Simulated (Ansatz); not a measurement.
# MgSe$_{2}$ (charge −1, doublet): what the fields show

```xyz
3

Mg    0.0006   -0.0029   -0.0007
Se    1.6416    0.0157    1.7238
Se   -1.6422   -0.0128   -1.7231
```

Geometry: PBE0-D4/def2-TZVPD.

The calculation used UKS PBE0-D4/def2-TZVPD (Ansatz 0.2.0).

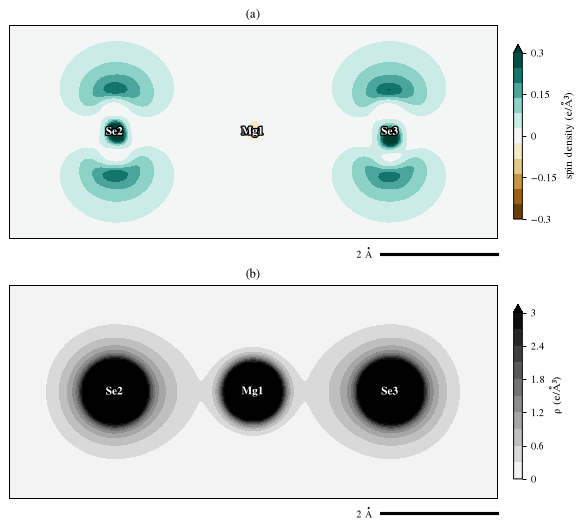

Figure 1. (a) spin density; (b) electron density on a plane that holds the molecular axis.

Interpret the plot.

Answer.
- The section cuts through Mg and Se sites.
- Mg–Se (2.38 Å): ρ at the midpoint is about 0.47 e/Å³.
- The unpaired spin (1 electron) lies mostly on Se2 (about 0.5) and Se3 (about 0.5), in electrons by Hirshfeld's partition.

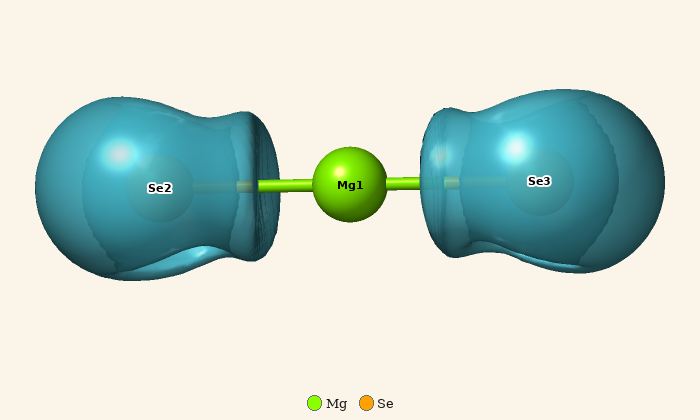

Figure 2. Isosurface of the electron localisation function at 0.75 (cyan), seen from one side. Only the valence region is drawn (cores and ρ < 0.01 e/Å³ removed).

Describe the localisation domains.

Answer. At this value the surface marks out two regions wrapped around Se (the valence shell of each). Along the contacts the grid gives the following. Mg–Se (2.38 Å): the ELF peaks at about 0.80 in the valence shell of Se, 1.1 Å from its nucleus, and falls to about 0.05 next to Mg; a closed-shell, largely ionic contact.
